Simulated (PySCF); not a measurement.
Spin–spin coupling calculation of C₂H₇ClGeO

The run: spin–spin coupling calculation of C₂H₇ClGeO. Method and program: CAM-B3LYP/pcSseg-0 indirect spin-spin coupling, non-relativistic, gas phase (PySCF 2.14.0).

Some settings of this run were made unusual or wrong on purpose. The geometry comes from this level: GFN2-xTB.

Figures and captions count atoms from 1; the log counts them from 0 in places.

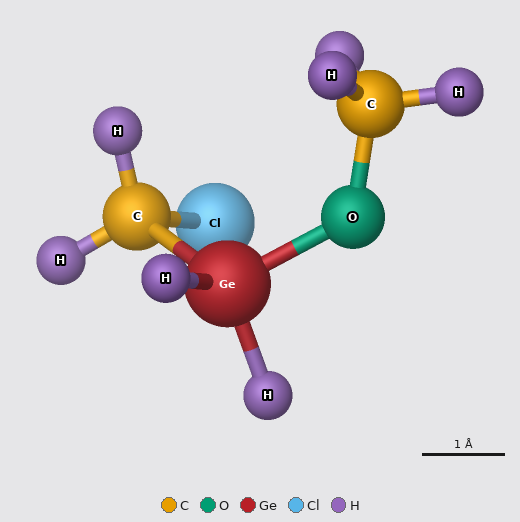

**Figure 1.** The input geometry (ball-and-stick view, seen at a tilt). Sticks mark near contacts. Bond lengths as drawn: C–Cl 1.78 Å, C–Ge 2.00 Å, C–H 1.09 Å, C–O 1.41 Å, Ge–H 1.49 to 1.52 Å and Ge–O 1.75 Å.

Input file:
```
{"job": {"kind": "j", "xc": "CAM-B3LYP", "basis": "pcSseg-0", "grid": 0, "scf": {"max_cycle": 98}}, "charge": 0, "multiplicity": 1}
C     -1.883673     0.500437     0.008899
O     -1.140948    -0.676548     0.250760
Ge     0.455422    -1.059671    -0.343296
C      1.758904     0.373381     0.147348
Cl     1.711671     0.536863     1.915835
H     -1.381151     1.381263     0.416632
H     -2.057193     0.655588    -1.058967
H     -2.844623     0.378508     0.510359
H      0.422714    -1.222327    -1.854381
H      0.676214    -2.338701     0.390621
H      1.503727     1.341977    -0.279837
H      2.780135     0.128545    -0.129999
```

The first line tells a small driver script what to run in PySCF; the rest is the geometry in Å.

Hardware: 1 CPU thread, shared host.

Launch command:
```bash
OMP_NUM_THREADS=1 python <driver script> task.json out
```

What the program printed:
```
final grid: 11672 points
cycle   1  E = -2689.5232987623  dE = -6.951e-01  |g| = 6.996e-01  |ddm| = 3.289e+00
cycle   2  E = -2689.4375887923  dE =  8.571e-02  |g| = 9.993e-01  |ddm| = 1.888e+00
cycle   3  E = -2689.6238654101  dE = -1.863e-01  |g| = 5.199e-02  |ddm| = 1.122e+00
cycle   4  E = -2689.6243897448  dE = -5.243e-04  |g| = 2.000e-02  |ddm| = 9.367e-02
cycle   5  E = -2689.6244790829  dE = -8.934e-05  |g| = 4.555e-03  |ddm| = 2.936e-02
cycle   6  E = -2689.6244838631  dE = -4.780e-06  |g| = 1.539e-03  |ddm| = 6.184e-03
cycle   7  E = -2689.6244845733  dE = -7.102e-07  |g| = 2.884e-04  |ddm| = 2.520e-03
cycle   8  E = -2689.6244845988  dE = -2.547e-08  |g| = 8.186e-05  |ddm| = 6.273e-04
cycle   9  E = -2689.6244846012  dE = -2.436e-09  |g| = 2.597e-05  |ddm| = 2.074e-04
cycle  10  E = -2689.6244846014  dE = -1.883e-10  |g| = 3.952e-06  |ddm| = 5.763e-05
converged SCF energy = -2689.6244846014

Indirect spin-spin couplings (Hz)
  i      j    bonds     total        FC       PSO       DSO        SD
  0 C    1 O    1     18.278    19.867    -1.401    -0.187         -
  0 C    3 C    3      0.309     0.307     0.007    -0.006         -
  0 C    5 H    1    147.952   146.218     0.726     1.007         -
  0 C    6 H    1    144.885   143.135     0.763     0.987         -
  0 C    7 H    1    163.467   161.917     0.629     0.920         -
  0 C    8 H    3     -0.443    -0.256     0.044    -0.231         -
  0 C    9 H    3      7.419     8.065     0.107    -0.753         -
  0 C   10 H    4      0.164     0.032    -0.036     0.167         -
  0 C   11 H    4     -0.269    -0.004     0.103    -0.368         -
  1 O    3 C    2     -1.679    -1.722     0.002     0.042         -
  1 O    5 H    2     -3.223    -2.515    -0.636    -0.073         -
  1 O    6 H    2     -3.059    -2.381    -0.622    -0.056         -
  1 O    7 H    2    -12.784   -11.881    -0.820    -0.083         -
  1 O    8 H    2     -3.295    -3.674    -0.007     0.387         -
  1 O    9 H    2    -22.209   -22.333    -0.023     0.146         -
  1 O   10 H    3     -0.050    -0.048    -0.062     0.060         -
  1 O   11 H    3     -0.457    -0.848     0.011     0.380         -
  3 C    5 H    4      0.523     0.306    -0.076     0.293         -
  3 C    6 H    4      0.209     0.274     0.025    -0.091         -
  3 C    7 H    4     -0.319    -0.128     0.088    -0.279         -
  3 C    8 H    2     25.344    25.733     0.062    -0.451         -
  3 C    9 H    2     10.690    11.256     0.037    -0.602         -
  3 C   10 H    1    159.366   157.228     0.782     1.356         -
  3 C   11 H    1    159.182   157.066     0.781     1.334         -
  5 H    6 H    2     -9.026    -8.252     0.960    -1.735         -
  5 H    7 H    2    -11.363   -10.422     0.985    -1.927         -
  5 H    8 H    4     -0.855     0.281     0.286    -1.422         -
  5 H    9 H    4     -2.551    -0.424     0.462    -2.589         -
  5 H   10 H    5      1.414     0.036    -0.587     1.965         -
  5 H   11 H    5     -0.703    -0.073     0.285    -0.916         -
  6 H    7 H    2    -11.166   -10.158     1.003    -2.012         -
  6 H    8 H    4      0.983     0.350    -0.281     0.914         -
  6 H    9 H    4     -2.784    -0.448     0.511    -2.847         -
  6 H   10 H    5      0.400    -0.007    -0.125     0.532         -
  6 H   11 H    5     -0.863    -0.014     0.334    -1.183         -
  7 H    8 H    4     -1.220    -0.045     0.440    -1.615         -
  7 H    9 H    4     -1.480    -0.139     0.390    -1.731         -
  7 H   10 H    5     -0.461    -0.022     0.314    -0.754         -
  7 H   11 H    5     -1.118    -0.014     0.477    -1.580         -
  8 H    9 H    2     13.672    18.154     0.574    -5.056         -
  8 H   10 H    3     -1.320    -0.846     0.107    -0.581         -
  8 H   11 H    3     -1.494    -0.933     0.146    -0.707         -
  9 H   10 H    3      2.083     5.234     0.719    -3.871         -
  9 H   11 H    3     -1.433    -0.555     0.210    -1.087         -
 10 H   11 H    2    -12.157   -12.016     0.968    -1.109         -
```

Outcome:

- outcome: converged
- total energy: −2689.624485 hartree
- HOMO: −8.85 eV
- LUMO: 1.81 eV
- dipole moment: 2.98 D
- wall time: 11 s
- peak memory: 0.6 GiB

Diagnosis:

Some settings of this run were drawn to be unusual or wrong; see grid = 0. It converged; results that depend on the unusual settings are not reference values. Spin–orbit coupling is left out, which matters for the heavy atoms.
